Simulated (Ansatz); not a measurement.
**CH₆AlNS: trial inputs and their diagnosis**

Aim: try 3 inputs for CH₆AlNS as typed, read how each ends, and find what has to change.

Computed with Ansatz 0.2.0, Gaussian basis. Level: the settings change from run to run.

### Step 1. The molecule

An earlier PBE0-D4 in a triple-zeta def2 set relaxation fixed the geometry.

10 atoms, charge 0, spin multiplicity 1.

Atoms are counted from 1 here; the program's logs count them from 0.

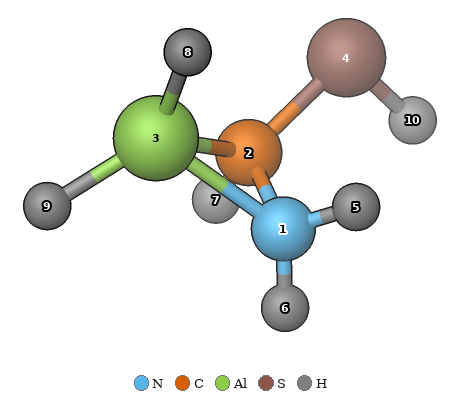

The geometry (nitrogen blue, carbon orange, aluminium green, sulfur brown, hydrogen grey); atoms are numbered from 1 in the order of the file.

Coordinates:

```tsv
atom	x (Å)	y (Å)	z (Å)
N1	-0.9339	0.0403	-0.1528
C2	0.5396	0.4309	-0.1458
Al3	0.0823	-0.7224	1.3835
S4	1.4598	-0.0899	-1.5487
H5	-1.1408	-0.5750	-0.9309
H6	-1.5754	0.8230	-0.1567
H7	0.6257	1.4942	0.0624
H8	0.2289	-2.2910	1.2221
H9	-0.2554	0.0258	2.7398
H10	1.0524	0.8129	-2.4699
```

### Step 2. Input 1

Contents of in.yaml:

```yaml
crystal:
  periodic: [false, false, false]
  atoms:
    - {symbol: N, position_ang: [-0.933923, 0.040300, -0.152790]}
    - {symbol: C, position_ang: [0.539623, 0.430949, -0.145800]}
    - {symbol: Al, position_ang: [0.082335, -0.722443, 1.383491]}
    - {symbol: S, position_ang: [1.459778, -0.089889, -1.548665]}
    - {symbol: H, position_ang: [-1.140790, -0.574998, -0.930907]}
    - {symbol: H, position_ang: [-1.575358, 0.822972, -0.156692]}
    - {symbol: H, position_ang: [0.625689, 1.494233, 0.062361]}
    - {symbol: H, position_ang: [0.228922, -2.290998, 1.222083]}
    - {symbol: H, position_ang: [-0.255436, 0.025813, 2.739808]}
    - {symbol: H, position_ang: [1.052362, 0.812861, -2.469888]}
basis:
  gaussian: {orbitals: def2-SVP}
total_charge: -2
magnetization: {spin_polarized: true, initial_magnetization: 0}
hamiltonian: {xc: {name: r2SCAN50}}
scf: {lower_state_search: light}
output: {forces: true}
```

Started as:

```bash
$ ansatz run in.yaml --threads 2 --pin off --events-out ev --progress --plain --max-ram 4352MiB
```

Log, cut to the lines that bear on the results:

```text
Functional definition: r2SCAN50
  name "r2SCAN50"
  cite "Bursch, Neugebauer, Ehlert & Grimme, J. Chem. Phys. 156, 134105 (2022) doi:10.1063/5.0086040"
  cite "Furness, Kaplan, Ning, Perdew & Sun, J. Phys. Chem. Lett. 11, 8208 (2020) doi:10.1021/acs.jpclett.0c02405"
  cite "Furness, Kaplan, Ning, Perdew & Sun, J. Phys. Chem. Lett. 11, 9248 (2020) doi:10.1021/acs.jpclett.0c03077"
  parent r2scan
[...]
920 factors; integrals over basis functions are off by at most 1.3e-3 eV
[...]
mean field -20037.10548677 eV, -736.3500450009 hartree, gradient 5.1e-6 eV, S^2 0.953060; 10 other end points of the search recorded, 0 dependent functions left out
[...]
reference -20037.10549524 eV, -736.3500453121 hartree; 25, 25 occupied and 69, 69 virtual orbitals, 920 factors
Total energy: -20037.10549524 eV, -736.3500453121 hartree
Atom 0 at    -0.933923     0.040300    -0.152790 Å, force     0.416608    -0.392983    -0.369673 eV/Å
Atom 1 at     0.539623     0.430949    -0.145800 Å, force    -0.298964    -0.704780    -0.039368 eV/Å
Atom 2 at     0.082335    -0.722443     1.383491 Å, force     1.554390    -0.349727     0.625535 eV/Å
Atom 3 at     1.459778    -0.089889    -1.548665 Å, force     0.853379    -2.112736     1.347025 eV/Å
Atom 4 at    -1.140790    -0.574998    -0.930907 Å, force    -0.003383     0.026529    -0.078723 eV/Å
Atom 5 at    -1.575358     0.822972    -0.156692 Å, force    -0.428070     0.994286    -0.337611 eV/Å
Atom 6 at     0.625689     1.494233     0.062361 Å, force    -0.289990     0.760152    -0.304220 eV/Å
Atom 7 at     0.228922    -2.290998     1.222083 Å, force    -0.321385    -0.534590     0.159309 eV/Å
Atom 8 at    -0.255436     0.025813     2.739808 Å, force    -0.563682     0.142208     0.429334 eV/Å
Atom 9 at     1.052362     0.812861    -2.469888 Å, force    -0.918903     2.171640    -1.431607 eV/Å
Dipole moment:    -0.177244     0.238109    -1.076234 e Å
```

Run time: 29 s. Hardware: 2 threads of Arm Neoverse V1, shared host.

Diagnosis: The run converged, but a converged run isn't a right one. The charge is far from anything that the molecule holds. It asks for charge -2; the species has 0. Its energy belongs to another ion. Fix: type the charge that the molecule really has.

### Step 3. Input 2

Contents of in.yaml:

```yaml
crystal:
  periodic: [false, false, false]
  atoms:
    - {symbol: N, position_ang: [-0.933923, 0.040300, -0.152790]}
    - {symbol: C, position_ang: [0.539623, 0.430949, -0.145800]}
    - {symbol: Al, position_ang: [0.082335, -0.722443, 1.383491]}
    - {symbol: S, position_ang: [1.459778, -0.089889, -1.548665]}
    - {symbol: H, position_ang: [-1.140790, -0.574998, -0.930907]}
    - {symbol: H, position_ang: [-1.575358, 0.822972, -0.156692]}
    - {symbol: H, position_ang: [0.625689, 1.494233, 0.062361]}
    - {symbol: H, position_ang: [0.228922, -2.290998, 1.222083]}
    - {symbol: H, position_ang: [-0.255436, 0.025813, 2.739808]}
    - {symbol: H, position_ang: [1.052362, 0.812861, -2.469888]}
basis:
  gaussian: {orbitals: pcseg-2, final_grid: {core_spheres: 1, valence_spheres: 1, degree: 3}}
hamiltonian: {xc: {name: wB97M-V}}
scf: {lower_state_search: full}
output: {forces: true}
```

Same command.

Log, cut to the lines that bear on the results:

```text
Functional definition: wB97M-V
  name "wB97M-V"
  cite "Mardirossian & Head-Gordon, J. Chem. Phys. 144, 214110 (2016) doi:10.1063/1.4952647"
  cite "Becke, J. Chem. Phys. 107, 8554 (1997) doi:10.1063/1.475007"
  cite "Vydrov & Van Voorhis, J. Chem. Phys. 133, 244103 (2010) doi:10.1063/1.3521275"
  # Of w^i u^j: cxij and so on, Table III.
[...]
  gx(w, u) = 1 - cx + cx01*u + cx10*w
  gss(w, u) = css00 + css04*u^4 + css10*w + css20*w^2 + css43*w^4*u^3
  gos(w, u) = cos00 + cos10*w + (cos20 + cos21*u)*w^2 + (cos60 + cos61*u)*w^6
[...]
      + integral(e_c_pw_mod_opposite_spin*gos(b97_w_opposite, b97_u_opposite)) + vv10(b, c)
1142 factors; their error is unknown
277 factors; integrals over basis functions are off by at most 2.2e-5 eV
[...]
Atom 0 at    -0.933923     0.040300    -0.152790 Å, force     0.691110     8.725117    -6.626065 eV/Å
Atom 1 at     0.539623     0.430949    -0.145800 Å, force    -0.189293     2.531808   -14.672316 eV/Å
Atom 2 at     0.082335    -0.722443     1.383491 Å, force     2.845790     2.176465    -4.956819 eV/Å
Atom 3 at     1.459778    -0.089889    -1.548665 Å, force   -10.910022     3.942154    16.156917 eV/Å
Atom 4 at    -1.140790    -0.574998    -0.930907 Å, force     1.756777     3.866567    10.833921 eV/Å
Atom 5 at    -1.575358     0.822972    -0.156692 Å, force     5.315877   -10.795117    -2.310533 eV/Å
Atom 6 at     0.625689     1.494233     0.062361 Å, force     0.248693   -10.812216    -0.209719 eV/Å
Atom 7 at     0.228922    -2.290998     1.222083 Å, force    -0.948165     0.626129    -0.797382 eV/Å
Atom 8 at    -0.255436     0.025813     2.739808 Å, force    -0.024536    -0.699758     0.805791 eV/Å
Atom 9 at     1.052362     0.812861    -2.469888 Å, force     1.213769     0.438852     1.776204 eV/Å
Dipole moment:    -0.333067     0.406408    -0.408671 e Å
```

Run time: 26 s. Hardware: 2 threads of Arm Neoverse V1, shared host; peak memory 0.61 GiB.

What is wrong: The run converged, but a converged run isn't a right one. The integration grid is far too coarse. Its energy carries the error of the grid. Fix: drop final_grid and take the default grid.

### Step 4. Input 3

Contents of in.yaml:

```yaml
crystal:
  periodic: [false, false, false]
  atoms:
    - {symbol: N, position_ang: [-0.933923, 0.040300, -0.152790]}
    - {symbol: C, position_ang: [0.539623, 0.430949, -0.145800]}
    - {symbol: Al, position_ang: [0.082335, -0.722443, 1.383491]}
    - {symbol: S, position_ang: [1.459778, -0.089889, -1.548665]}
    - {symbol: H, position_ang: [-1.140790, -0.574998, -0.930907]}
    - {symbol: H, position_ang: [-1.575358, 0.822972, -0.156692]}
    - {symbol: H, position_ang: [0.625689, 1.494233, 0.062361]}
    - {symbol: H, position_ang: [0.228922, -2.290998, 1.222083]}
    - {symbol: H, position_ang: [-0.255436, 0.025813, 2.739808]}
    - {symbol: H, position_ang: [1.052362, 0.812861, -2.469888]}
basis:
  gaussian: {orbitals: pcseg-2}
hamiltonian: {xc: {name: HF}}
correlation: {method: mp2, frozen_orbitals: {N: 9}}
output: {forces: true}
```

Launched as before.

Log:

```text
Functional definition: HF
  name "HF"
  cite "Fock, Z. Phys. 61, 126 (1930) doi:10.1007/BF01340294"
  parent pbe
  exchange = exact_x
  correlation = 0
Error: "frozen_orbitals" has no count for C
```

Run time: 0.05 s. Hardware: 2 threads of Arm Neoverse V1, shared host.

**Diagnosis.** The program refused the input. Frozen orbitals are typed for one element alone, and the program wants a count for each. Fix: leave frozen_orbitals out, or give every element a count that its core really has.

### Step 5. How the tries ended

```tsv
input	level	ended	cause	time
1	r2SCAN50/def2-SVP	converged	the charge is far from anything that the molecule holds	29 s
2	wB97M-V/pcseg-2	converged	the integration grid is far too coarse	26 s
3	MP2/pcseg-2	refused	frozen orbitals are typed for one element alone, and the program wants a count for each	0.05 s
```

2 converged, 1 refused. A refusal costs next to no computing time. The dangerous case is the input that converges on a wrong geometry, charge, spin, basis or grid: often only a look at the input shows it.
